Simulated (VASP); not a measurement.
Band structure of Li₂Pd (space group P6/mmm). Method: PBEsol GGA, VASP's PBE PAW potentials (set 64) (plane waves; VASP).

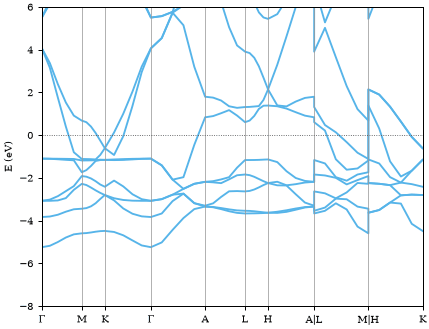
Bands along high-symmetry lines, zero at the valence-band maximum or, without a gap, the Fermi level

**Question.** Read the plot: is there a gap, and where are the band edges?

**Answer.** It has no gap at this level: it comes out as a metal or semimetal.

The structure comes from a computed database's Li2Pd entry (P6/mmm); how it stands against other phases isn't given here. The cell was not relaxed at this level.
